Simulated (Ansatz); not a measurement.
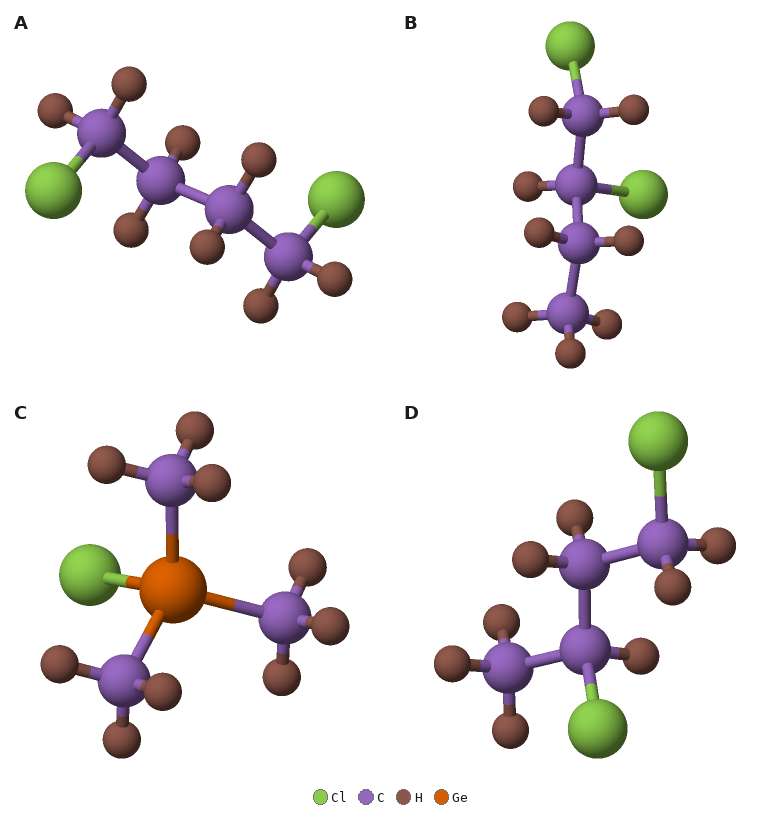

Simulated data, not a measurement (program: Ansatz).

Q: Match each picture to its SMILES.
(1) C[C@H](Cl)CCCl
(2) CC[C@H](Cl)CCl
(3) [CH3][Ge]([CH3])([CH3])[Cl]
(4) ClCCCCCl

A: A is (4), B is (2), C is (3), D is (1).
